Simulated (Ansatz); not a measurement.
System: GeH3N···HF.

```xyz
7

Ge   -0.9108   -0.2209    0.6564
F     2.1881   -0.6441   -1.1865
N     0.1513    0.6801   -0.3226
H     1.4605   -0.0786   -0.9087
H    -0.5657   -1.6805    0.9225
H    -2.2005    0.2975    1.3092
H    -0.1227    1.6465   -0.4703
```

The product side of a reaction path; geometry: PBE0-D4/def2-TZVP.

Level of theory: RKS PBE0-D4/def2-TZVPP in Ansatz.

**What will maps of the electron density and electron localisation function show?**

N3···H4 (1.62 Å): the density falls to about 0.42 e/Å³ on the way; the ELF dips to about 0.35 between them: by its geometry a hydrogen bond between the two molecules, with no shared pair.
Ge–N (1.70 Å): ρ is about 1.2 e/Å³ halfway; the ELF peaks at about 0.80 in the valence shell of N, 0.6 Å from its nucleus, and is about 0.40 at the midpoint.
F–H (0.96 Å): ρ is about 4.4 e/Å³ halfway; the ELF climbs to about 0.95 towards the hydrogen, as it does in any bond to H: a covalent bond by its length.
N–H (1.02 Å): ρ at the midpoint is about 2.9 e/Å³; the ELF climbs to about 1 towards the hydrogen: a covalent bond by its length.

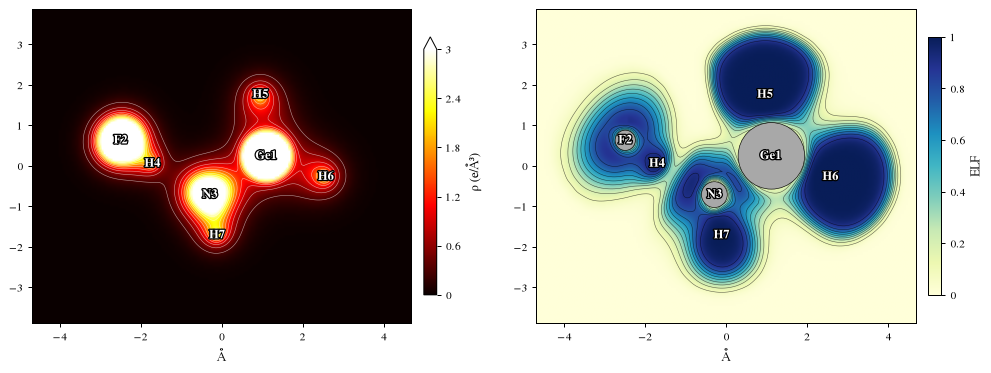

Computed electron density and electron localisation function on the molecular plane, in this order. Grey discs cover the atomic cores in the ELF map. 
